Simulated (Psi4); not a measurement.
**SiCl2OF (SMILES [O][Si](F)(Cl)Cl) at UMP2/cc-pVDZ**

Aim: the vertical ionisation energy of SiCl2OF at UMP2/cc-pVDZ, from 2 runs. 

Program for the calculation: Psi4 1.11.

3 further runs of the same task are left out: 1 that didn't finish, 2 set aside as unsound or not needed.

## 1. The structure to begin with

SiCl2OF: 5 atoms, total charge 0, spin state doublet. SMILES: `[O][Si](F)(Cl)Cl`. The shape is that of a PBE0-D4/def2-TZVP optimisation.

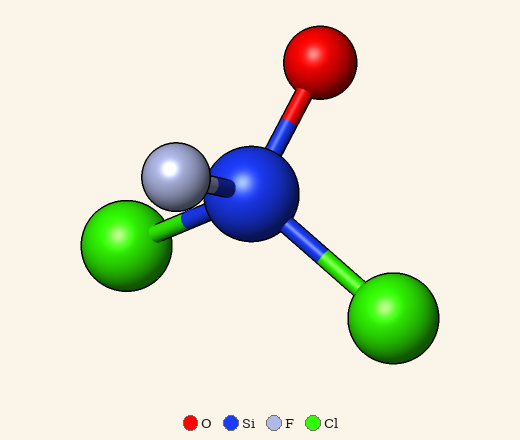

Viewed from a chosen angle; oxygen red, silicon blue, fluorine light blue, chlorine green.

## 2. The energy at UMP2/cc-pVDZ

Contents of cl2fosi.json:

```json
{
  "schema_name": "qcschema_input",
  "schema_version": 1,
  "molecule": {
    "schema_name": "qcschema_molecule",
    "schema_version": 2,
    "symbols": ["O", "Si", "F", "Cl", "Cl"],
    "geometry": [2.27749793, -2.11819401, 0.66329387, 0.00377945, -0.07048678, 0.13587131, -1.78484632, 0.33164693, 2.47761992, -2.05715586, -1.54163857, -2.69947377, 1.65483317, 3.25977756, -0.65573497],
    "molecular_charge": 0,
    "molecular_multiplicity": 2,
    "fix_symmetry": "c1"
  },
  "driver": "energy",
  "model": {
    "method": "mp2",
    "basis": "cc-pVDZ"
  },
  "keywords": {
    "reference": "uhf",
    "puream": true,
    "e_convergence": 1e-09,
    "d_convergence": 1e-08,
    "scf_type": "pk",
    "num_frozen_docc": 17,
    "mp2_type": "conv",
    "maxiter": 100
  }
}
```

Started as:

```bash
$ psi4 --qcschema cl2fosi.json -n 1 --memory 2200MB
```

stdout:

```text
[...]
  Running in c1 symmetry.
[...]
  Nuclear repulsion =  367.622627064052267
[...]
  Multiplicity = 2
[...]
  Nalpha       = 33
  Nbeta        = 32
[...]
    Number of basis functions: 82
[...]
   @UHF iter   1: -1382.03900024613085   -4.04153e-01   7.84035e-03 DIIS/ADIIS
[...]
   @UHF iter  24: -1382.39467289761251   -4.54747e-12   7.87742e-09 DIIS
[...]
   @S^2 Observed:                7.551796568E-01
[...]
    Orbital Energies [Eh]
    ---------------------
    Alpha Occupied:
       1A   -104.866420     2A   -104.866124     3A    -68.961313
       4A    -26.336306     5A    -20.670473     6A    -10.596000
       7A    -10.595700     8A     -8.063308     9A     -8.063060
      10A     -8.060496    11A     -8.060224    12A     -8.060173
      13A     -8.059865    14A     -6.297289    15A     -4.405346
      16A     -4.404837    17A     -4.404531    18A     -1.642471
      19A     -1.422817    20A     -1.157530    21A     -1.134210
      22A     -0.802019    23A     -0.725378    24A     -0.716466
      25A     -0.699759    26A     -0.696319    27A     -0.618777
      28A     -0.597485    29A     -0.570510    30A     -0.527671
      31A     -0.512518    32A     -0.503835    33A     -0.493243
[...]
  @UHF Final Energy: -1382.39467289761251
   => Energetics <=
    Nuclear Repulsion Energy =            367.6226270640522671
    One-Electron Energy =               -2645.8427714742028911
    Two-Electron Energy =                 895.8254715125382290
    Total Energy =                      -1382.3946728976125087
  UHF NO Occupations:
  HONO-2 :   31  A 1.9994681
  HONO-1 :   32  A 1.9986074
[...]
 Multipole Moments:
 ------------------------------------------------------------------------------------
     Multipole            Electronic (a.u.)      Nuclear  (a.u.)        Total (a.u.)
 ------------------------------------------------------------------------------------
 L = 1.  Multiply by 2.5417464519 to convert [e a0] to [Debye]
 Dipole X            :         -0.9915331            0.9665357           -0.0249973
 Dipole Y            :          0.7969702           -0.6700826            0.1268877
 Dipole Z            :          0.0248620           -0.2191697           -0.1943077
 Magnitude           :                                                    0.2334113
[...]
	SCS-MP2 Total Energy (a.u.)        : -1383.04487871559036
	SOS-MP2 Total Energy (a.u.)        : -1382.98319572884361
	SCSN-MP2 Total Energy (a.u.)       : -1382.72035906763472
[...]
	SOS-PI-MP2 Total Energy (a.u.)     : -1383.08128286738201
[...]
	MP2 Total Energy (a.u.)            : -1383.07015755054499
[...]
```

The result, in JSON:

```text
{
 "driver": "energy",
 "model": {
  "method": "mp2",
  "basis": "cc-pVDZ"
 },
 "success": true,
 "return_result": -1383.070157550545,
 "properties": {
  "calcinfo_nbasis": 82,
  "calcinfo_nmo": 82,
  "calcinfo_nalpha": 33,
  "calcinfo_nbeta": 32,
  "calcinfo_natom": 5,
  "nuclear_repulsion_energy": 367.62262706405227,
  "return_energy": -1383.070157550545,
  "scf_one_electron_energy": -2645.842771474203,
  "scf_two_electron_energy": 895.8254715125382,
  "scf_dipole_moment": [-0.024997325988729058, 0.12688767879768126, -0.1943076974520097],
  "scf_total_energy": -1382.3946728976125,
  "scf_iterations": 24,
  "mp2_same_spin_correlation_energy": -0.1850489602399536,
  "mp2_opposite_spin_correlation_energy": -0.49043569269253035,
  "mp2_singles_energy": 0.0,
  "mp2_doubles_energy": -0.6754846529324839,
  "mp2_correlation_energy": -0.6754846529324823,
  "mp2_total_energy": -1383.070157550545
 }
}
```

Wall time 38 s (1 thread of AMD EPYC 7R43 (Zen 3), shared host); peak memory 0.42 GiB.

## 3. The singlet cation, same level

Contents of cl2fosi.dat:

```
memory 2200 MB

molecule molecule1 {
  1 1
  O      1.205200    -1.120900     0.351000
  Si     0.002000    -0.037300     0.071900
  F     -0.944500     0.175500     1.311100
  Cl    -1.088600    -0.815800    -1.428500
  Cl     0.875700     1.725000    -0.347000
  symmetry c1
  no_reorient
  no_com
}

set {
  puream true
  e_convergence 1e-09
  d_convergence 1e-08
  scf_type pk
  num_frozen_docc 17
  mp2_type conv
}

E, wfn = energy('mp2/cc-pVDZ', return_wfn=True)
```

Started as:

```bash
$ psi4 -i cl2fosi.dat -o cl2fosi.out -n 1
```

cl2fosi.out:

```text
[...]
  Running in c1 symmetry.
[...]
  Nuclear repulsion =  367.622626733640175
[...]
  Multiplicity = 1
[...]
  Nalpha       = 32
  Nbeta        = 32
[...]
    Number of basis functions: 82
[...]
   @RHF iter   1: -1381.50697647137918    1.27871e-01   7.97219e-03 ADIIS/DIIS
[...]
   @RHF iter  25: -1381.85293729615501   -1.20508e-11   5.84908e-09 DIIS
[...]
    Orbital Energies [Eh]
    ---------------------
    Doubly Occupied:
       1A   -105.109987     2A   -105.100986     3A    -69.204293
       4A    -26.538460     5A    -21.111196     6A    -10.836335
       7A    -10.827618     8A     -8.303078     9A     -8.300417
      10A     -8.299642    11A     -8.294401    12A     -8.291699
      13A     -8.291020    14A     -6.541414    15A     -4.650600
      16A     -4.648232    17A     -4.647908    18A     -1.841431
      19A     -1.722767    20A     -1.377908    21A     -1.352106
      22A     -1.073669    23A     -0.997310    24A     -0.968211
      25A     -0.912912    26A     -0.895648    27A     -0.844825
      28A     -0.799537    29A     -0.740043    30A     -0.723974
      31A     -0.718838    32A     -0.707891
[...]
  @RHF Final Energy: -1381.85293729615501
   => Energetics <=
    Nuclear Repulsion Energy =            367.6226267336401747
    One-Electron Energy =               -2629.6024218580637353
    Two-Electron Energy =                 880.1268578282686121
    Total Energy =                      -1381.8529372961550052
[...]
 Multipole Moments:
 ------------------------------------------------------------------------------------
     Multipole            Electronic (a.u.)      Nuclear  (a.u.)        Total (a.u.)
 ------------------------------------------------------------------------------------
 L = 1.  Multiply by 2.5417464519 to convert [e a0] to [Debye]
 Dipole X            :          5.4712404           -4.6302070            0.8410334
 Dipole Y            :        -14.7705136           14.2608182           -0.5096954
 Dipole Z            :         26.9511554          -27.5314199           -0.5802645
 Magnitude           :                                                    1.1418553
[...]
	SCS-MP2 Total Energy (a.u.)        : -1382.52921968826467
	SOS-MP2 Total Energy (a.u.)        : -1382.46709845331270
	SCSN-MP2 Total Energy (a.u.)       : -1382.18093741670168
[...]
	SOS-PI-MP2 Total Energy (a.u.)     : -1382.56945864617251
[...]
	MP2 Total Energy (a.u.)            : -1382.55110196530927
[...]
```

Wall time 40 s (1 thread of AMD EPYC 7R43 (Zen 3), shared host); peak memory 0.43 GiB.

## 4. Results

Level: UMP2/cc-pVDZ, 17 core orbitals frozen.

| quantity | value |
| --- | --- |
| doublet SiCl2OF: total energy | -1383.07016 Eh |
| doublet SiCl2OF: HOMO energy (Hartree–Fock orbitals) (highest over α and β) | -13.42 eV |
| doublet SiCl2OF: LUMO energy (Hartree–Fock orbitals) (lowest over α and β) | 0.59 eV |
| doublet SiCl2OF: correlation energy (17 core orbitals frozen) | -675.5 mEh |
| doublet SiCl2OF: ⟨S²⟩ of the reference determinant | 0.755 |
| singlet cation: total energy | -1382.55110 Eh |
| singlet cation: HOMO energy (Hartree–Fock orbitals) | -19.26 eV |
| singlet cation: LUMO energy (Hartree–Fock orbitals) | -11.80 eV |
| singlet cation: HOMO–LUMO gap (Hartree–Fock orbitals) | 7.46 eV |
| singlet cation: correlation energy (17 core orbitals frozen) | -698.2 mEh |
| vertical ionisation energy (to the singlet cation) | 14.124 eV |

The vertical ionisation energy comes to 14.12 eV (1363 kJ/mol). Only the singlet of the ionised species was computed; a triplet could lie lower.
